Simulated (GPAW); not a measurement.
## Screening of a field by Cr2C(OH)2 MXene monolayer

How does Cr2C(OH)2 MXene monolayer screen a perpendicular field?

Program: GPAW 26.7.0. Level of theory: GPAW, PAW setups; layer in a repeated cell with vacuum, relaxation of atoms and in-plane cell, in the first sound run; inputs show where later runs differ. Results are calculated unless marked as measured.

## 1. The structure

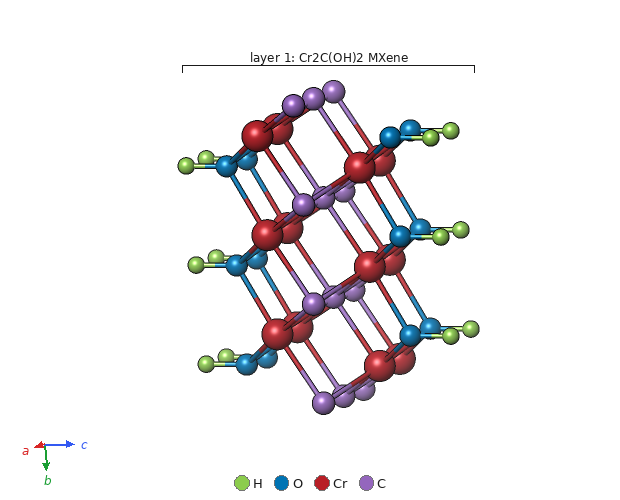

The starting structure, seen from the side, with the c axis across the page (hydrogen green, oxygen blue, chromium red, carbon purple). 2×3×1 cells are drawn. Some periodic images of atoms are drawn too.

The cell holds 7 atoms: 2 H, 2 O, 2 Cr and 1 C. Cell: a = 2.836 Å, b = 2.836 Å, c = 20.169 Å, α = 90.0°, β = 90.0°, γ = 120.0°. Vacuum lies along c.

## 2. Relaxation

Forces are removed first; all later runs use this geometry.

run.py

```python
import json
import numpy as np
from ase import Atoms
from ase.filters import FrechetCellFilter
from ase.optimize import BFGS
from gpaw import GPAW, PW

slab = Atoms(
    ['H', 'O', 'Cr', 'C', 'Cr', 'O', 'H'],
    positions=[
        [-0.00000, 1.63735, 7.00000],
        [-0.00000, 1.63735, 7.98000],
        [1.41799, 0.81868, 8.96539],
        [0.00000, 0.00000, 10.08439],
        [-0.00000, 1.63735, 11.20339],
        [1.41799, 0.81868, 12.18879],
        [1.41799, 0.81868, 13.16879]],
    cell=[[2.83598, 0.0, 0.0], [-1.41799, 2.45603, 0.0], [0.0, 0.0, 20.1688]],
    pbc=[True, True, True],
    magmoms=[0.0, 0.0, 2.0, 0.0, 2.0, 0.0, 0.0])

slab.calc = GPAW(mode=PW(600), xc='PBE', kpts={'size': (12, 12, 1), 'gamma': True},
                 occupations={'name': 'fermi-dirac', 'width': 0.05}, nbands='160%',
                 convergence={'density': 1e-05}, maxiter=200,
                 symmetry={'tolerance': 1e-3}, txt='slab.txt')
result = {}
# The in-plane cell is free; stress needs a cell that repeats along all three vectors
path = []
opt = BFGS(FrechetCellFilter(slab, mask=[1, 1, 0, 0, 0, 1]), maxstep=0.2)
opt.attach(lambda: path.append((slab.get_potential_energy(), slab.positions.tolist(), slab.get_forces().tolist())))
result['relaxed'] = bool(opt.run(fmax=0.02, steps=45))
result['path'] = path
result['cell'] = slab.cell.tolist()
print('in-plane lattice', slab.cell.cellpar().round(4)[[0, 1, 5]])
energy = slab.get_potential_energy()
fermi = slab.calc.get_fermi_level()
v = slab.calc.get_electrostatic_potential().mean((0, 1)) - fermi
n = slab.calc.get_pseudo_density().mean((0, 1))
L = slab.cell[2, 2]
z = np.arange(len(v)) * L / len(v)
low, high = slab.positions[:, 2].min(), slab.positions[:, 2].max()
below, above = np.interp([low - 4.8, high + 4.8], z, v)
slopes = [np.interp(x, z, np.gradient(v, z)) for x in (low - 4.8, high + 4.8)]
eps = np.array([[slab.calc.get_eigenvalues(k, s) for k in range(len(slab.calc.get_ibz_k_points()))]
                for s in range(slab.calc.get_number_of_spins())]) - fermi
top, bottom = eps[eps < 0].max(), eps[eps > 0].min()
dipole = slab.get_dipole_moment()[2]
print(f'energy {energy:.4f} eV, Fermi level {fermi:.4f} eV, dipole {dipole:.5f} e A')
print(f'potential 4.8 A off the faces, from the Fermi level: lower {below:.4f} eV, upper {above:.4f} eV')
print(f'slope of the potential there: lower {slopes[0]:.5f}, upper {slopes[1]:.5f} eV/A')
print(f'nearest levels on the mesh: {top:.4f} and {bottom:.4f} eV')
print('magnetic moment', round(slab.get_magnetic_moment(), 3))
result.update(energy=energy, fermi=fermi, dipole=dipole, below=below, above=above, slopes=slopes, edges=[top, bottom],
              z=z.tolist(), v=v.tolist(), n=n.tolist(), positions=slab.positions.tolist(),
              forces=slab.get_forces(apply_constraint=False).tolist(), moments=slab.get_magnetic_moments().tolist())
json.dump(result, open('result.json', 'w'))
```

On the command line:

```bash
$ OMP_NUM_THREADS=1 OPENBLAS_NUM_THREADS=1 python run.py
```

Output:

```text
Step          Energy          fmax
BFGS:    0      -47.911339        4.117152
BFGS:    1      -48.545922        2.881485
BFGS:    2      -49.031970        1.177149
BFGS:    3      -49.187888        0.974175
BFGS:    4      -49.340461        1.170604
BFGS:    5      -49.489014        0.906456
BFGS:    6      -49.557563        0.753663
BFGS:    7      -49.666718        0.163772
BFGS:    8      -49.664269        0.104371
BFGS:    9      -49.663482        0.080776
BFGS:   10      -49.664468        0.086965
BFGS:   11      -49.671103        0.094432
BFGS:   12      -49.680557        0.079884
BFGS:   13      -49.688701        0.040773
BFGS:   14      -49.690331        0.009339
in-plane lattice [  3.0076   3.0076 120.    ]
energy -49.6788 eV, Fermi level 1.7713 eV, dipole 0.00003 e A
potential 4.8 A off the faces, from the Fermi level: lower 1.6613 eV, upper 1.6623 eV
slope of the potential there: lower -0.00296, upper 0.00249 eV/A
nearest levels on the mesh: -0.0053 and 0.0395 eV
magnetic moment 4.502
```

Wall time 45 min (1 thread of Arm Neoverse V1, shared host); peak memory 0.63 GiB.

This step gave:

| Item | Value |
| --- | --- |
| dipole along the normal | 3.20e-5 e·Å |
| levels nearest the Fermi level on the mesh | -0.005259, 0.03954 eV from the Fermi level |
| site moments | 0.003979, 0.009676, 2.170, -0.1084, 2.170, 0.009676, 0.003979 μB |
| sum of the site moments | 4.259 μB |

The electrostatic potential energy of an electron (without an applied field's), less the Fermi level, planar mean oscillates, so the rows of the table below give means over windows of 2 Å about each position, cut where the curve ends. Its maxima inside the range that stand out by 2 % of the span (Å: eV): 7.1: 0.108, 8.2: -5.22, 9.7: -8.83, 10.5: -8.83, 11.9: -5.21, 13.0: 0.111. Its minima: 6.8: -1.11, 7.8: -10.5, 9.0: -16.7, 10.1: -13.3, 11.2: -16.7, 12.4: -10.5, 13.4: -1.10.

Electrostatic potential energy of an electron (without an applied field's), less the Fermi level, planar mean against z; means over each step:

```csv
z (Å),"electrostatic potential energy of an electron (without an applied field's), less the Fermi level, planar mean (eV)"
0,1.66
2,1.66
4,1.62
6,0.703
8,-7.19
10,-11.7
12,-8.56
14,0.571
16,1.61
18,1.66
20,1.66
```

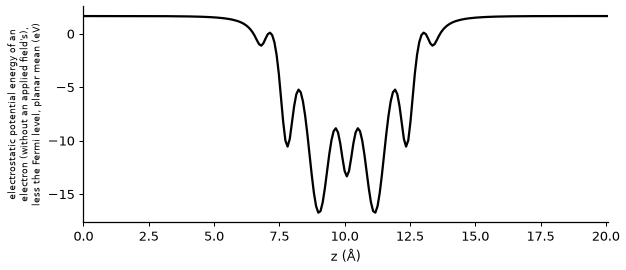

Electrostatic potential energy of an electron (without an applied field's), less the Fermi level, planar mean, plotted against z.

The pseudo valence density, planar mean oscillates, so the rows of the table below give means over windows of 1.09 Å about each position, cut where the curve ends. Its maxima inside the range that stand out by 2 % of the span (Å: e/Å³): 7.9: 0.942, 9.1: 0.646, 10.1: 0.613, 11.1: 0.646, 12.3: 0.942. Its minima: 8.6: 0.423, 9.4: 0.550, 10.8: 0.550, 11.6: 0.423.

Pseudo valence density, planar mean against z; means over each step:

```csv
z (Å),"pseudo valence density, planar mean (e/Å³)"
2.73,6.3e-5
3.82,2.6e-4
4.91,0.00139
6.00,0.0217
7.09,0.333
8.18,0.664
9.27,0.584
10.36,0.590
11.45,0.542
12.54,0.671
13.63,0.102
14.72,0.00458
15.81,5.7e-4
16.90,1.3e-4
17.99,3.0e-5
```

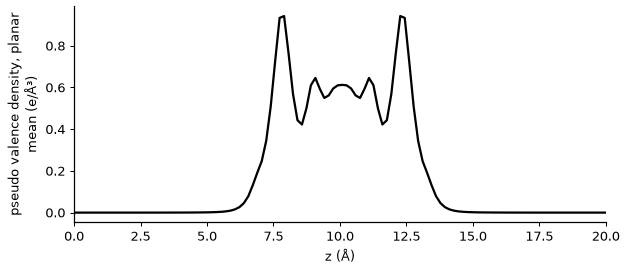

Pseudo valence density, planar mean against z.

Site moment by atom:

| atom | site moment (μB) |
| --- | --- |
| H1 | 0.00 |
| O2 | 0.01 |
| Cr3 | 2.17 |
| C4 | -0.11 |
| Cr5 | 2.17 |
| O6 | 0.01 |
| H7 | 0.00 |

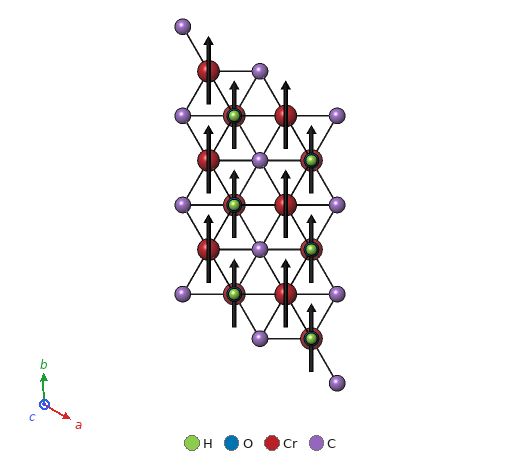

Site moment as arrows, the longest 2.17 μB. Up and down stand for the sign. Arrows give size and sign along the axis of quantisation, drawn up and down the page. 2×3×1 cells are drawn. Some periodic images of atoms are drawn too.

The relaxation lowered the energy of the cell by 1.79 eV (energies extrapolated to zero smearing; the optimiser's log prints free energies). The largest force left on a free atom is 0.0093 eV/Å.

## 3. The slab's potential

With the geometry fixed, the planar mean of the potential gives the vacuum level on each side.

This step: GPAW, PAW setups; slab in vacuum (GPAW 26.7.0).

The cell differs from the one that the last finished run ended in (c 20.169 → 20.531 Å).

run.py

```python
import json
import numpy as np
from ase import Atoms
from gpaw import GPAW, PW

slab = Atoms(
    ['H', 'O', 'Cr', 'C', 'Cr', 'O', 'H'],
    positions=[
        [0.00000, 1.73641, 7.00000],
        [-0.00000, 1.73641, 7.97370],
        [1.50378, 0.86821, 9.19481],
        [0.00000, 0.00000, 10.26570],
        [-0.00000, 1.73641, 11.33659],
        [1.50378, 0.86821, 12.55771],
        [1.50378, 0.86821, 13.53141]],
    cell=[[3.00756, 0.0, 0.0], [-1.50378, 2.60463, 0.0], [0.0, 0.0, 20.5314]],
    pbc=[True, True, False],
    magmoms=[0.0, 0.0, 2.0, 0.0, 2.0, 0.0, 0.0])

slab.calc = GPAW(mode=PW(500), xc='PBE', kpts={'size': (12, 12, 1), 'gamma': True},
                 occupations={'name': 'fermi-dirac', 'width': 0.05}, nbands='160%',
                 convergence={'density': 1e-05}, maxiter=200,
                 poissonsolver={'dipolelayer': 'xy'},
                 symmetry={'tolerance': 1e-3}, txt='slab.txt')
result = {}
energy = slab.get_potential_energy()
fermi = slab.calc.get_fermi_level()
v = slab.calc.get_electrostatic_potential().mean((0, 1)) - fermi
n = slab.calc.get_pseudo_density().mean((0, 1))
L = slab.cell[2, 2]
z = np.arange(len(v)) * L / len(v)
low, high = slab.positions[:, 2].min(), slab.positions[:, 2].max()
below, above = np.interp([low - 4.8, high + 4.8], z, v)
slopes = [np.interp(x, z, np.gradient(v, z)) for x in (low - 4.8, high + 4.8)]
eps = np.array([[slab.calc.get_eigenvalues(k, s) for k in range(len(slab.calc.get_ibz_k_points()))]
                for s in range(slab.calc.get_number_of_spins())]) - fermi
top, bottom = eps[eps < 0].max(), eps[eps > 0].min()
dipole = slab.get_dipole_moment()[2]
print(f'energy {energy:.4f} eV, Fermi level {fermi:.4f} eV, dipole {dipole:.5f} e A')
print(f'potential 4.8 A off the faces, from the Fermi level: lower {below:.4f} eV, upper {above:.4f} eV')
print(f'slope of the potential there: lower {slopes[0]:.5f}, upper {slopes[1]:.5f} eV/A')
print(f'nearest levels on the mesh: {top:.4f} and {bottom:.4f} eV')
print('magnetic moment', round(slab.get_magnetic_moment(), 3))
result.update(energy=energy, fermi=fermi, dipole=dipole, below=below, above=above, slopes=slopes, edges=[top, bottom],
              z=z.tolist(), v=v.tolist(), n=n.tolist(), positions=slab.positions.tolist(),
              forces=slab.get_forces(apply_constraint=False).tolist(), moments=slab.get_magnetic_moments().tolist())
json.dump(result, open('result.json', 'w'))
```

Output:

```text
energy -48.9727 eV, Fermi level 1.6902 eV, dipole 0.00023 e A
potential 4.8 A off the faces, from the Fermi level: lower 1.6978 eV, upper 1.6963 eV
slope of the potential there: lower -0.00375, upper 0.00375 eV/A
nearest levels on the mesh: -0.0050 and 0.0391 eV
magnetic moment 4.502
```

Wall time 1.8 min (1 thread); peak memory 0.29 GiB.

Numbers from this step:

```
dipole along the normal                    : 2.32e-4 e·Å
levels nearest the Fermi level on the mesh : -0.005027, 0.03907 eV from the Fermi level
upper work function                        : 1.696 eV
lower work function                        : 1.698 eV
site moments                               : 0.004003, 0.009523, 2.169, -0.1086, 2.169, 0.009523, 0.004003 μB
sum of the site moments                    : 4.256 μB
```

The electrostatic potential energy of an electron (without an applied field's), less the Fermi level, planar mean oscillates, so the rows of the table below give means over windows of 2 Å about each position, cut where the curve ends. Its maxima inside the range that stand out by 2 % of the span (Å: eV): 7.3: 0.117, 8.5: -5.26, 9.8: -8.93, 10.7: -8.93, 12.1: -5.26, 13.2: 0.115. Its minima: 6.9: -1.05, 8.0: -10.6, 9.2: -16.7, 10.3: -13.3, 11.3: -16.7, 12.5: -10.6, 13.6: -1.05.

Electrostatic potential energy of an electron (without an applied field's), less the Fermi level, planar mean against z; means over each step:

```
z (Å)  electrostatic potential energy of an electron (without an applied field's), less the Fermi level, planar mean (eV)
    0                                                                                                                1.70
    2                                                                                                                1.70
    4                                                                                                                1.66
    6                                                                                                               0.933
    8                                                                                                               -5.82
   10                                                                                                               -11.9
   12                                                                                                               -9.79
   14                                                                                                               0.404
   16                                                                                                                1.63
   18                                                                                                                1.69
   20                                                                                                                1.70
```

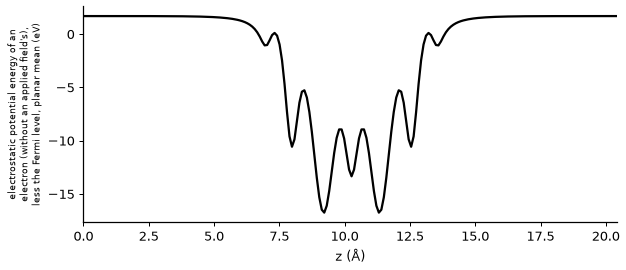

Electrostatic potential energy of an electron (without an applied field's), less the Fermi level, planar mean against z.

The pseudo valence density, planar mean oscillates, so the rows of the table below give means over windows of 2 Å about each position, cut where the curve ends. Its maxima inside the range that stand out by 2 % of the span (Å: e/Å³): 8.0: 0.968, 9.3: 0.634, 10.3: 0.613, 11.2: 0.634, 12.5: 0.968. Its minima: 8.7: 0.421, 9.7: 0.552, 10.8: 0.552, 11.8: 0.421.

Pseudo valence density, planar mean against z; means over each step:

```
z (Å)  pseudo valence density, planar mean (e/Å³)
    2                                      2.4e-5
    4                                      3.4e-4
    6                                      0.0294
    8                                       0.553
   10                                       0.590
   12                                       0.636
   14                                       0.105
   16                                      7.6e-4
   18                                      4.9e-5
```

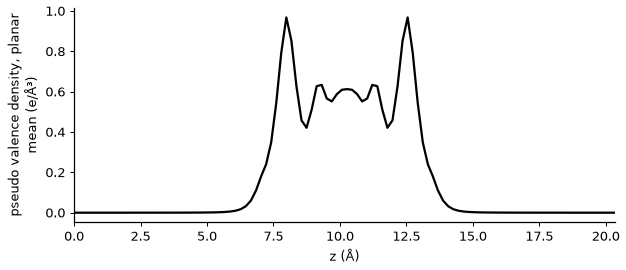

Pseudo valence density, planar mean, plotted against z.

Force by atom:

```csv
atom,x (eV/Å),y (eV/Å),z (eV/Å),size
H1,0.000,0.000,-0.101,0.101
O2,0.000,0.000,0.119,0.119
Cr3,0.000,0.000,0.006,0.006
C4,0.000,0.000,0.000,0.000
Cr5,0.000,0.000,-0.006,0.006
O6,0.000,0.000,-0.119,0.119
H7,0.000,0.000,0.101,0.101
```

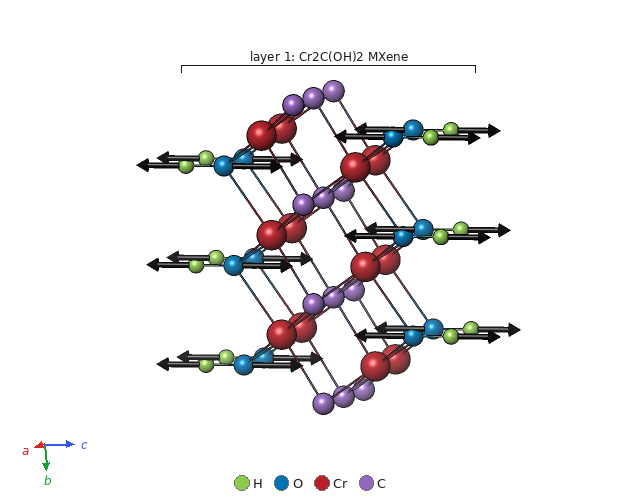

Force as arrows, the longest 0.119 eV/Å. 2×3×1 cells are drawn. Some periodic images of atoms are drawn too.

The potential is flat to 0.004 eV/Å where it is read, so the vacuum is wide enough.

## 4. Field on

A uniform field along the normal polarises the slab; the atoms stay fixed, so this is the electronic response alone.

Changes to run.py since step 3:

```diff
@@ -4,2 +4,3 @@
 from gpaw import GPAW, PW
+from gpaw.external import ConstantElectricField
 
@@ -23,2 +24,3 @@
                  poissonsolver={'dipolelayer': 'xy'},
+                 external=ConstantElectricField(-0.2, [0, 0, 1]),
                  symmetry={'tolerance': 1e-3}, txt='slab.txt')
```

Output:

```text
energy -48.9821 eV, Fermi level 1.6167 eV, dipole -0.09527 e A
potential 4.8 A off the faces, from the Fermi level: lower 0.7362 eV, upper 2.9278 eV
slope of the potential there: lower -0.00211, upper 0.01553 eV/A
nearest levels on the mesh: -0.0029 and 0.0414 eV
magnetic moment 4.501
```

Elapsed: 14 min, on 1 thread; peak memory 0.61 GiB.

This step gave:

```yaml
dipole_along_the_normal: -0.09527 e·Å
levels_nearest_the_fermi_level_on_the_mesh: -0.002867, 0.04136 eV from the Fermi level
site_moments: 0.003891, 0.009829, 2.169, -0.1084, 2.165, 0.009219, 0.004060 μB
sum_of_the_site_moments: 4.253 μB
potential_below_the_slab_the_applied_field_s_own_ramp_left_out: 0.7362 eV from the Fermi level
potential_above_the_slab_the_applied_field_s_own_ramp_left_out: 2.928 eV from the Fermi level
```

The electrostatic potential energy of an electron (without an applied field's), less the Fermi level, planar mean oscillates, so the rows of the table below give means over windows of 1 Å about each position, cut where the curve ends. Its maxima inside the range that stand out by 2 % of the span (Å: eV): 7.3: -0.477, 8.5: -5.62, 9.9: -9.01, 10.7: -8.84, 12.1: -4.89, 13.2: 0.737, 20.1: 2.94. Its minima: 6.9: -1.72, 8.0: -11.0, 9.2: -17.0, 10.3: -13.3, 11.3: -16.5, 12.5: -10.1, 13.6: -0.338.

Table of electrostatic potential energy of an electron (without an applied field's), less the Fermi level, planar mean by z; means over each step:

```
z (Å)  electrostatic potential energy of an electron (without an applied field's), less the Fermi level, planar mean (eV)
    0                                                                                                                1.15
    1                                                                                                               0.738
    2                                                                                                               0.736
    3                                                                                                               0.734
    4                                                                                                               0.725
    5                                                                                                               0.681
    6                                                                                                               0.389
    7                                                                                                              -0.970
    8                                                                                                               -7.10
    9                                                                                                               -12.8
   10                                                                                                               -11.1
   11                                                                                                               -12.6
   12                                                                                                               -8.23
   13                                                                                                               -2.90
   14                                                                                                                1.12
   15                                                                                                                2.48
   16                                                                                                                2.78
   17                                                                                                                2.88
   18                                                                                                                2.92
   19                                                                                                                2.93
   20                                                                                                                2.81
```

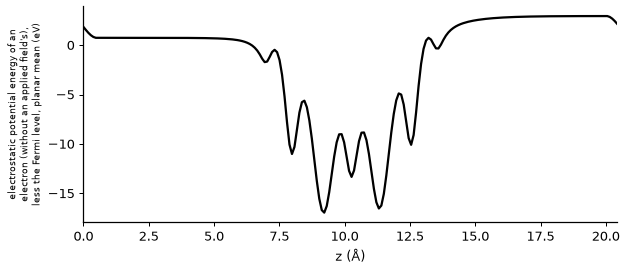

Electrostatic potential energy of an electron (without an applied field's), less the Fermi level, planar mean against z.

Force by atom:

| atom | x (eV/Å) | y (eV/Å) | z (eV/Å) | size |
| --- | --- | --- | --- | --- |
| H1 | 0.000 | 0.000 | -0.079 | 0.079 |
| O2 | -0.001 | 0.000 | 0.092 | 0.092 |
| Cr3 | 0.000 | 0.000 | 0.015 | 0.015 |
| C4 | 0.000 | 0.000 | -0.015 | 0.015 |
| Cr5 | 0.000 | 0.000 | 0.028 | 0.028 |
| O6 | 0.001 | 0.000 | -0.165 | 0.165 |
| H7 | 0.000 | 0.000 | 0.122 | 0.122 |

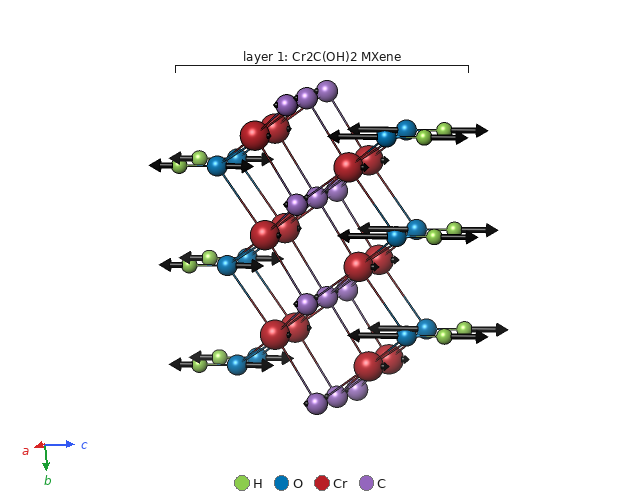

Force as arrows, the longest 0.165 eV/Å. 2×3×1 cells are drawn. Some periodic images of atoms are drawn too.

The dipole is now -0.0953 e Å, against 2.3e-4 in the run without a field.

[end of part 1 of 2]

[Logs are printed without paths, hosts, clocks, repeated set-up lines and the standing remarks that a program may print on its own settings, such as how far it seeks lower states.]

[Hosts, paths, dates, database ids (printed as entryN), source tags and the programs' standing remarks are cut or masked in the printed files.]
